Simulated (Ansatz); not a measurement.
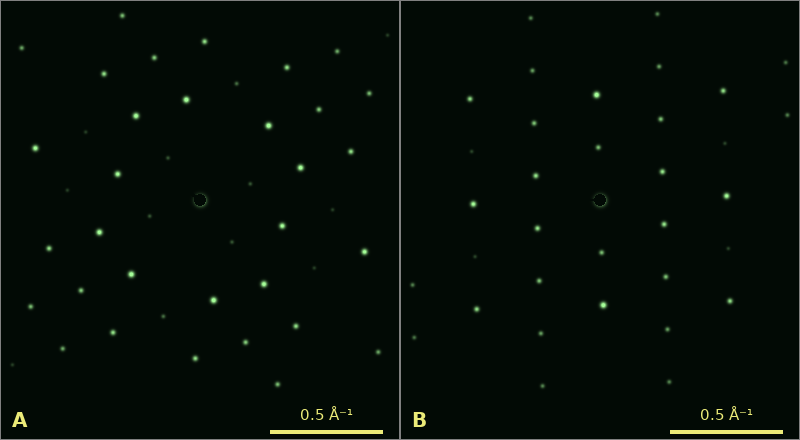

Kinematic electron diffraction patterns (120 kV, B = 0.5 Å², same scale, each along a low-index zone) of two structures of composition GaSi2, each relaxed at zero pressure with Ansatz 0.2.0, DFT r2SCAN, scalar-relativistic, plane waves, PAW.

The structures (standard cells):
1. Fd-3m (No. 227), a = 7.285 Å, 24 atoms; generated start, possibly hypothetical
2. I4/mmm (No. 139), a = 3.508 Å, c = 8.452 Å, 6 atoms; generated start, possibly hypothetical

Which pattern belongs to which structure, and along which zone?

A is structure 1 along [110] or an equivalent direction: centred rectangular net of -1 1 -1 (weak) at d = 4.21 Å and -1 1 1 (weak) at d = 4.21 Å, 70.5° apart (some points of this net are extinct or too weak to see). B is structure 2 along [100] or an equivalent direction: centred rectangular net of 0 0 2 at d = 4.23 Å and 0 1 1 at d = 3.24 Å, 67.5° apart (some points of this net are extinct or too weak to see).

Rank the structures by their computed energy.

Structure 2 (I4/mmm, 17.34 Å³ an atom) is the lowest of these; structure 1 (Fd-3m, 16.11 Å³ an atom) lies about 140 meV an atom higher. These are static energies at 0 K; other structures, not shown, may lie lower still.
